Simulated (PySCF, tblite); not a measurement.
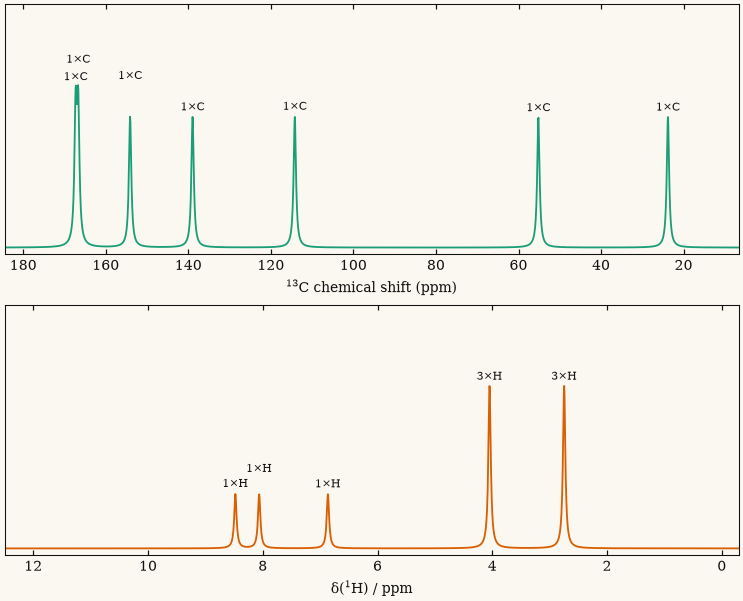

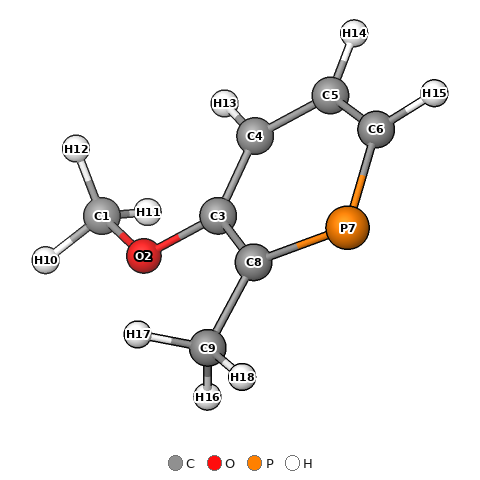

Spectrum and numbered structure of C₇H₉OP, SMILES COc1cccpc1C. GIAO shifts, PBE0/pcSseg-1, PySCF, at a GFN2-xTB geometry (a minimum by its frequencies), against TMS for ¹³C and TMS for ¹H computed at the same level. Gas phase, fully decoupled, line heights follow the number of nuclei, widths are arbitrary (no quadrupolar broadening); values of one conformer, averaged over methyl-type rotors and exact or near symmetry; other conformers aren't averaged in.

Assign the ¹³C signals to the numbered atoms.

Answer.
| δ (ppm) | nuclei | atoms |
| --- | --- | --- |
| 167.3 | 1 | C8 |
| 166.7 | 1 | C3 |
| 154.1 | 1 | C6 |
| 139.0 | 1 | C5 |
| 114.2 | 1 | C4 |
| 55.2 | 1 | C1 |
| 23.8 | 1 | C9 |

The order of signals that lie close, as those under 2 ppm apart, is within the error of the method.

Assign the ¹H signals to the numbered atoms.

Answer.
```tsv
δ (ppm)	nuclei	atoms
8.48	1	H15
8.06	1	H14
6.86	1	H13
4.05	3	H10, H11, H12
2.75	3	H16, H17, H18
```

Caveats: the tight-binding geometry is rougher than a DFT one and adds to the error.
